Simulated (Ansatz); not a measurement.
## Electronic structure of C₂H₁₁NO₂Si₂ in real space

The calculation's input:

```
crystal:
  periodic: [false, false, false]
  atoms:
    - { symbol: Si, position_ang: [0.229963, -0.110809, 0.018311] }
    - { symbol: "N", position_ang: [0.734099, -0.194856, 1.708797] }
    - { symbol: C, position_ang: [-0.19875, -0.43513, 2.803299] }
    - { symbol: H, position_ang: [-1.112535, -0.916613, 2.434422] }
    - { symbol: H, position_ang: [0.251204, -1.09722, 3.558351] }
    - { symbol: H, position_ang: [-0.488222, 0.494259, 3.321002] }
    - { symbol: C, position_ang: [1.965983, 0.434109, 2.154052] }
    - { symbol: H, position_ang: [2.473995, -0.203747, 2.892487] }
    - { symbol: H, position_ang: [2.651555, 0.585139, 1.315136] }
    - { symbol: H, position_ang: [1.789407, 1.41415, 2.628028] }
    - { symbol: H, position_ang: [1.611275, 0.008353, -0.412095] }
    - { symbol: O, position_ang: [-0.700577, 1.151163, -0.474922] }
    - { symbol: Si, position_ang: [-2.225977, 1.528961, -1.008972] }
    - { symbol: H, position_ang: [-3.263873, 0.956851, -0.110232] }
    - { symbol: H, position_ang: [-2.345, 3.009169, -1.001568] }
    - { symbol: H, position_ang: [-2.452691, 1.02973, -2.38984] }
    - { symbol: O, position_ang: [-0.625689, -1.44927, -0.460446] }
    - { symbol: H, position_ang: [-0.245068, -2.28734, -0.155812] }
basis:
  gaussian: { orbitals: "6-31G*" }
hamiltonian:
  xc: b3lyp
relax:
  f_tol: 0.03
  max_steps: 50
output:
  orbitals: {}
```

Run with:

```sh
ansatz run input.yaml --threads 4 --pin off --max-ram 5120MiB --backend cpu --events-out ev --progress --plain --runs-dir out
```

The fields are those of the run's last geometry, not of the input's.

The calculation used RKS B3LYP/6-31G* (Ansatz).

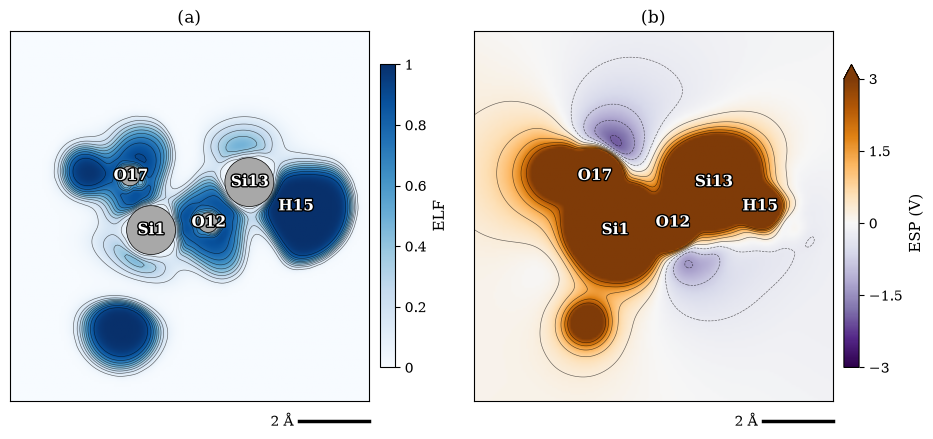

Figure 1. (a) electron localisation function; (b) electrostatic potential on the plane of atoms O12, Si13 and H15. Grey discs cover the atomic cores in the ELF map.

What does the map show?

Answer. The plane passes through Si, O and H nuclei.
Si–O (1.65 Å): the ELF peaks at about 0.85 between the atoms: a shared but strongly polarised pair.
Si–H (1.49 Å): the ELF climbs to about 1 towards the hydrogen, as it does in any bond to H.
The ELF also peaks beside O12 and O17, away from the bonds: lone-pair regions.
Outside the dense part of the molecule the potential is most negative (−2.0 V) near O17.

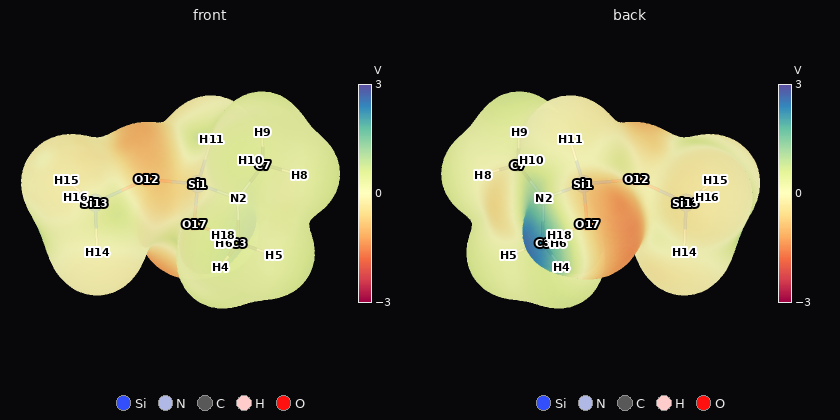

Figure 2. The electrostatic potential painted on the density surface at 0.002 e/bohr³, seen from the front and from behind; red is negative and blue positive.

Describe the electrostatic potential map.

Answer. The most negative region (about −1.5 V) lies over O17, the most positive (about +2.5 V) over H18. O17 is the likeliest acceptor of a hydrogen bond.

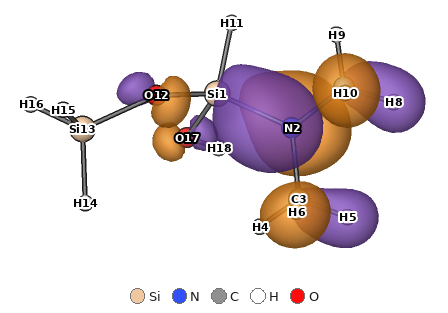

Figure 3. The HOMO at ±0.1 Å⁻³ᐟ² (orange and purple are the two phases), seen across its widest extent.

What is the character of this orbital?

Answer. By Hirshfeld shares it lies mainly on N2 (about 55 %), Si1 (about 10 %), C7 (about 10 %) and C3 (about 5 %). Its energy is −6.19 eV.

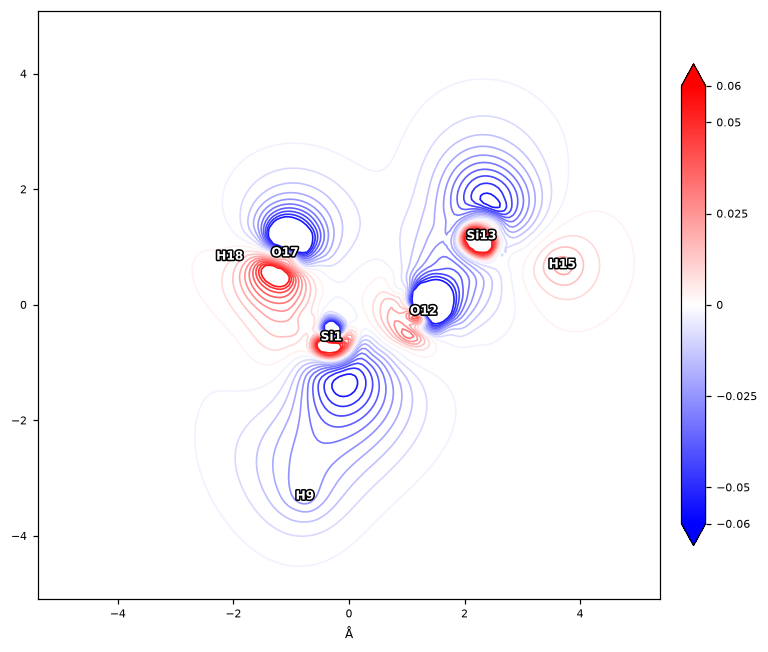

Figure 4. The HOMO−1 on the plane of atoms O12, Si1 and O17 (values in Å⁻³ᐟ²; the overall sign is arbitrary).

Describe this orbital and give its energy.

Answer. It lies mainly on O12 (about 30 %), Si13 (about 15 %), H14 (about 10 %), H16 (about 10 %), Si1 (about 10 %) and H11 (about 10 %). Its energy is −8.19 eV.
